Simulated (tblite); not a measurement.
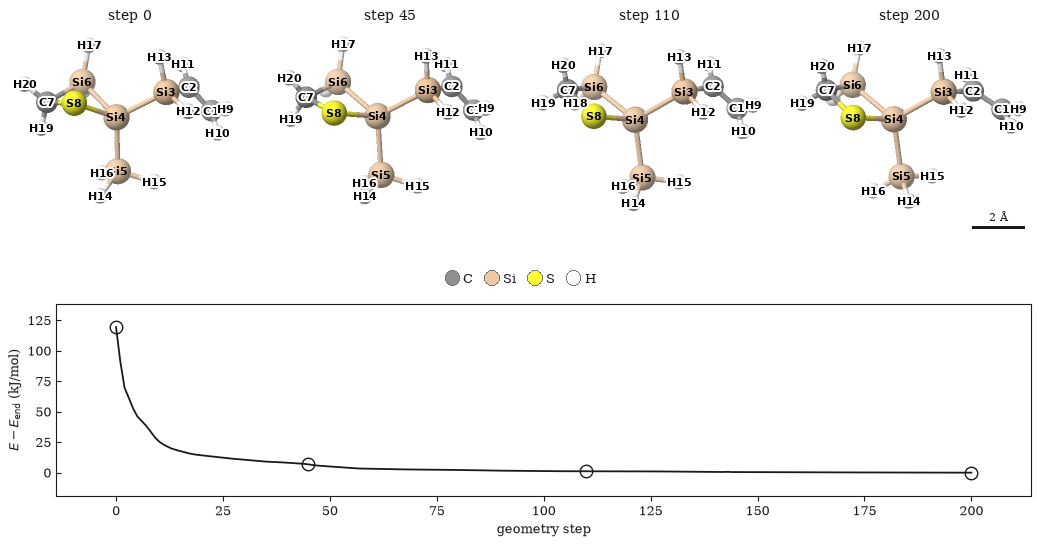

Frames of a relaxation of C3H12SSi4, marked on the history of the run. Style: ball-and-stick. Shown face on.

All numbers below come from tblite 0.8.0, GFN2-xTB geometry optimisation, gas phase. 

Question: What happens along the run?

Answer: Over 200 geometry steps the energy falls by 119.5 kJ/mol. The atom that moves furthest after the best rigid fit is H19 (1.32 Å). Largest moves by element: H 1.32 Å, C 0.59 Å, S 0.57 Å, Si 0.51 Å. Some distances before and after: Si6–S8 2.604 → 2.975 Å, Si3–Si4 2.201 → 2.350 Å, Si4–Si5 2.203 → 2.342 Å, Si4–Si6 2.232 → 2.359 Å. Bond angles that change, for instance: Si6–C7–S8 90.3° → 104.9°, Si4–Si6–H18 110.9° → 121.1°, Si4–Si6–H17 112.5° → 121.5°. Groups turn about Si6–C7 by about 40°, C7–S8 by about 40°, Si4–Si5 by about 35°. The run took 11 s on 1 thread of Intel(R) Xeon(R) Processor @ 2.50GHz (shared host). From step 0 to 45: H18 moves most (0.69 Å), energy −112.7 kJ/mol. From step 45 to 110: H19 moves most (0.80 Å), energy −5.65 kJ/mol. From step 110 to 200: H15 moves most (0.75 Å), energy −1.16 kJ/mol.

```json
{"step": "0", "E − E(0), kJ/mol": "0.00"}
{"step": "1", "E − E(0), kJ/mol": "-28.41"}
{"step": "2", "E − E(0), kJ/mol": "-49.89"}
{"step": "3", "E − E(0), kJ/mol": "-58.27"}
{"step": "4", "E − E(0), kJ/mol": "-66.90"}
{"step": "5", "E − E(0), kJ/mol": "-73.41"}
{"step": "6", "E − E(0), kJ/mol": "-77.18"}
{"step": "7", "E − E(0), kJ/mol": "-80.84"}
{"step": "8", "E − E(0), kJ/mol": "-85.39"}
{"step": "9", "E − E(0), kJ/mol": "-90.12"}
{"step": "10", "E − E(0), kJ/mol": "-93.77"}
{"step": "20", "E − E(0), kJ/mol": "-105.25"}
{"step": "30", "E − E(0), kJ/mol": "-108.89"}
{"step": "40", "E − E(0), kJ/mol": "-111.29"}
{"step": "50", "E − E(0), kJ/mol": "-114.42"}
{"step": "60", "E − E(0), kJ/mol": "-116.30"}
{"step": "70", "E − E(0), kJ/mol": "-116.88"}
{"step": "80", "E − E(0), kJ/mol": "-117.28"}
{"step": "90", "E − E(0), kJ/mol": "-117.83"}
{"step": "100", "E − E(0), kJ/mol": "-118.22"}
{"step": "110", "E − E(0), kJ/mol": "-118.32"}
{"step": "120", "E − E(0), kJ/mol": "-118.38"}
{"step": "130", "E − E(0), kJ/mol": "-118.54"}
{"step": "140", "E − E(0), kJ/mol": "-118.82"}
{"step": "150", "E − E(0), kJ/mol": "-119.09"}
{"step": "160", "E − E(0), kJ/mol": "-119.16"}
{"step": "170", "E − E(0), kJ/mol": "-119.25"}
{"step": "180", "E − E(0), kJ/mol": "-119.37"}
{"step": "190", "E − E(0), kJ/mol": "-119.44"}
{"step": "200", "E − E(0), kJ/mol": "-119.48"}
```
